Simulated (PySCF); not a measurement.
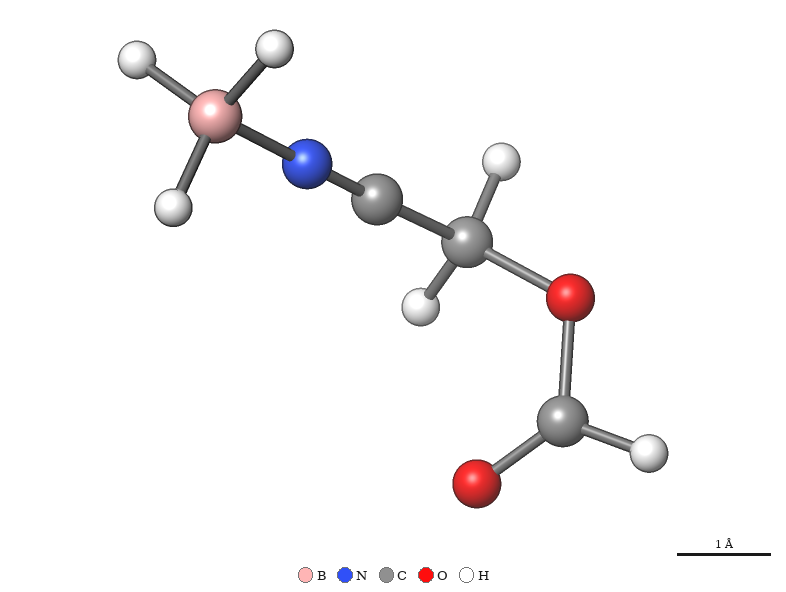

Ball-and-stick drawing of a structure.

Identify the structure.

Formula C3H6BNO2. SMILES: `[BH3-][N+]#CCOC=O`. It has no ring. Among its groups: ester, B–H bond. This geometry has C1 symmetry. Coordination: 1 B tetrahedral; 1 N linear; 1 C linear; 1 C tetrahedral; 1 O bent; 1 C trigonal planar.

More results for the same structure follow; atom numbers are the same in all pictures, views and colours differ. The computed structure is the end point of a PBE0-D3(BJ)/def2-SVP optimisation. No frequency run is at hand to confirm it as a minimum.

### Levels of theory compared

No frequency run is at hand to confirm it as a minimum. Program: PySCF 2.14.0.

Tabulate dipole (D), HOMO energy (eV) at these levels: BHandHLYP/aug-pcX-1 (pcseg-1 on H); PBE0/def2-SVPD; PBE0/def2-SVPD in acetone (IEF-PCM); PBE0/def2-SVPD in dimethylsulfoxide (IEF-PCM); PBE0/pcSseg-1 in acetone (IEF-PCM); PBE0/pcSseg-1 in dimethylsulfoxide (IEF-PCM).

```json
{"level": "BHandHLYP/aug-pcX-1 (pcseg-1 on H)", "dipole (D)": "7.17", "HOMO energy (eV)": "−9.06"}
{"level": "PBE0/def2-SVPD", "dipole (D)": "6.66", "HOMO energy (eV)": "−7.89"}
{"level": "PBE0/def2-SVPD in acetone (IEF-PCM)", "dipole (D)": "8.56", "HOMO energy (eV)": "−8.32"}
{"level": "PBE0/def2-SVPD in dimethylsulfoxide (IEF-PCM)", "dipole (D)": "8.64", "HOMO energy (eV)": "−8.34"}
{"level": "PBE0/pcSseg-1 in acetone (IEF-PCM)", "dipole (D)": "8.57", "HOMO energy (eV)": "−8.34"}
{"level": "PBE0/pcSseg-1 in dimethylsulfoxide (IEF-PCM)", "dipole (D)": "8.64", "HOMO energy (eV)": "−8.36"}
```

### NMR shielding

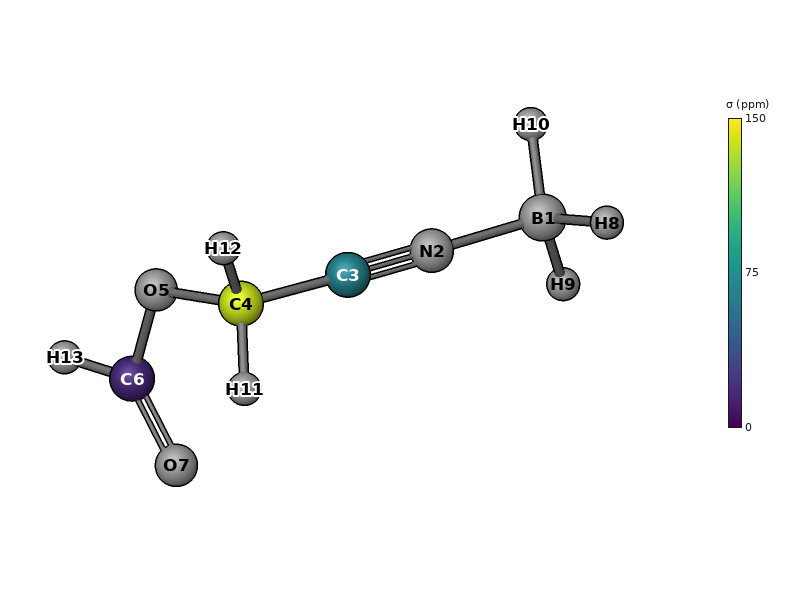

Atoms are coloured by their isotropic NMR shieldings (C only, the others grey). No frequency run is at hand to confirm it as a minimum. Level of theory: GIAO PBE0/pcSseg-1 NMR shielding, non-relativistic, IEF-PCM dimethylsulfoxide (PySCF 2.14.0).

Give the isotropic NMR shieldings of the C atoms atom by atom.

```json
{"atom": "C3", "σ (ppm)": "66.2"}
{"atom": "C4", "σ (ppm)": "137.9"}
{"atom": "C6", "σ (ppm)": "17.4"}
```

### Polarisability

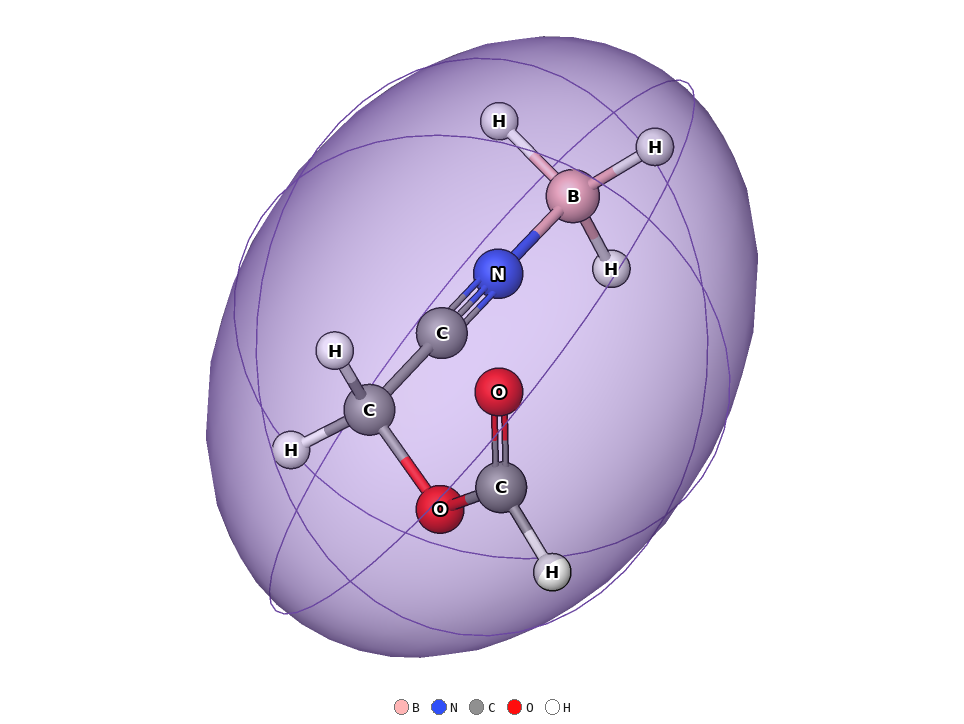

The ellipsoid shows the static dipole polarisability: its half-axes are proportional to the principal values. No frequency run is at hand to confirm it as a minimum. Level of theory: PBE0/def2-SVPD in dimethylsulfoxide (IEF-PCM) (PySCF 2.14.0).

**How large and how anisotropic is the polarisability?**

Principal values 76.4, 82.0, 120.4 bohr³; mean 92.9 bohr³ (13.77 Å³); anisotropy 41.5 bohr³, so the longest axis is 1.58 times the shortest.

### Charges

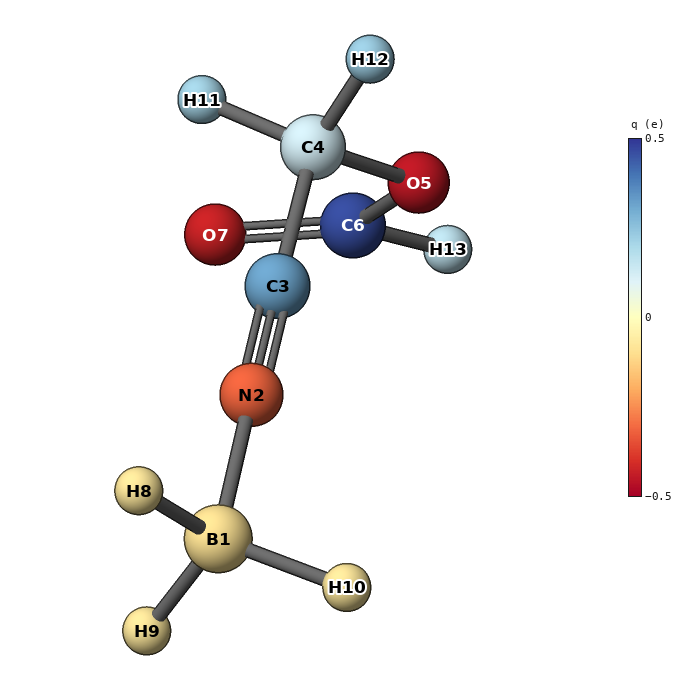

Atoms are coloured by their Mulliken charges. No frequency run is at hand to confirm it as a minimum. Method: PBE0/pcSseg-1 in acetone (IEF-PCM) (PySCF 2.14.0).

List the Mulliken charges.

| atom | value (e) |
| --- | --- |
| B1 | −0.09 |
| N2 | −0.31 |
| C3 | 0.31 |
| C4 | 0.12 |
| O5 | −0.44 |
| C6 | 0.46 |
| O7 | −0.43 |
| H8 | −0.07 |
| H9 | −0.07 |
| H10 | −0.07 |
| H11 | 0.21 |
| H12 | 0.22 |
| H13 | 0.16 |

Mulliken values depend strongly on the basis set and can even reverse the polarity of a bond.
